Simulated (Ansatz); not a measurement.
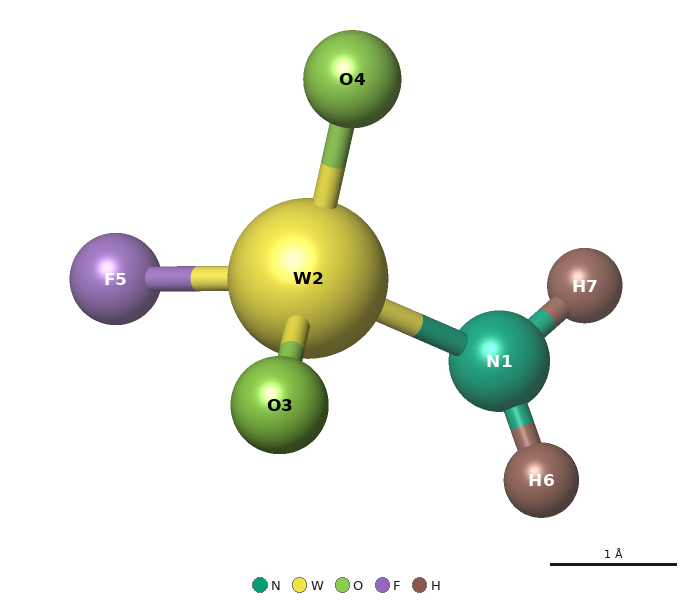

The species is neutral and a spin singlet. The geometry was computed by an optimisation with PBE0-D4/def2-TZVP.

Describe the coordination of atom 2.

Answer. W2 has 4 neighbours (N1 at 1.93, O3 at 1.70, O4 at 1.70, F5 at 1.86 Å); the arrangement is tetrahedral.

What is the geometry at N1?

Answer. N1 has 3 neighbours (W2 at 1.93, H6 at 1.01, H7 at 1.01 Å); the arrangement is trigonal planar.
